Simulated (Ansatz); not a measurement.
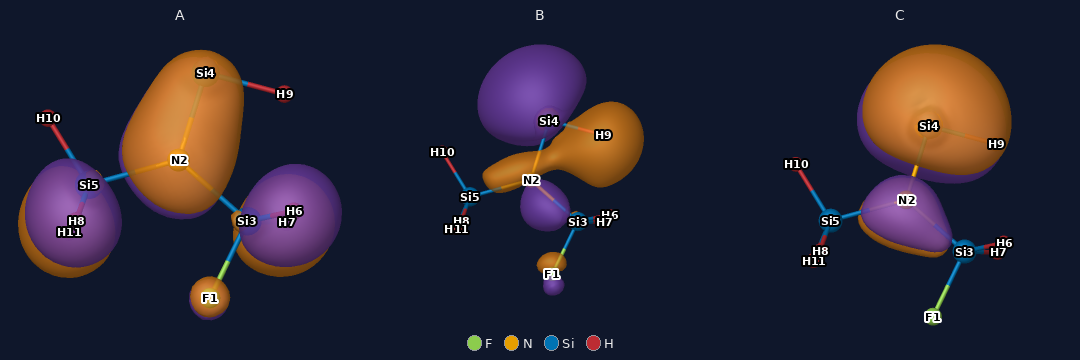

The picture shows: FH6NSi3 (SMILES [H]/[Si-]=[N+](/[SiH3])[SiH2]F). Three frontier orbitals at ±0.08 Å⁻³ᐟ² (orange and purple are the two phases), in no order.

Geometry: PBE0-D3(BJ)/pcseg-1.

Level of theory: isolated molecule in a Gaussian basis; Kohn-Sham density functional theory, functional PBE0 (Ansatz 0.2.0).

Input file:

```
crystal:
  periodic: [false, false, false]
  atoms:
    - {symbol: F, position_ang: [0.954392, 0.927633, -2.370864]}
    - {symbol: "N", position_ang: [0.817718, 1.632021, 0.234740]}
    - {symbol: Si, position_ang: [0.540013, 2.183580, -1.405827]}
    - {symbol: Si, position_ang: [0.441670, 2.816191, 1.463549]}
    - {symbol: Si, position_ang: [1.427129, 0.012502, 0.615102]}
    - {symbol: H, position_ang: [1.428459, 3.315642, -1.762404]}
    - {symbol: H, position_ang: [-0.893917, 2.466609, -1.654458]}
    - {symbol: H, position_ang: [2.770644, -0.192162, 0.007898]}
    - {symbol: H, position_ang: [0.007920, 3.869469, 0.407579]}
    - {symbol: H, position_ang: [1.518983, -0.053657, 2.101042]}
    - {symbol: H, position_ang: [0.487805, -1.026729, 0.111827]}
basis:
  gaussian: {orbitals: def2-TZVPD}
magnetization: {spin_polarized: false}
hamiltonian: {xc: {name: PBE0}}
output: {forces: true, orbitals: {seedname: orbitals}}
```

Run with:

```sh
ansatz run input.yaml --threads 2 --pin off --max-ram 4350MiB --events-out events.jsonl --progress --plain --runs-dir runs
```

Order the three orbitals by energy and name them.

A is the HOMO−1 (−8.46 eV). It lies mainly on N2 (about 35 %), Si3 (about 10 %), Si5 (about 10 %), Si4 (about 10 %), H7 (about 10 %) and H6 (about 10 %). B is the HOMO (−7.02 eV). It lies mainly on Si4 (about 70 %), H9 (about 15 %) and N2 (about 5 %). C is the LUMO (−2.39 eV). By Hirshfeld shares it lies mainly on Si4 (about 80 %) and N2 (about 10 %).

What is the HOMO–LUMO gap?

4.63 eV between the orbital energies.
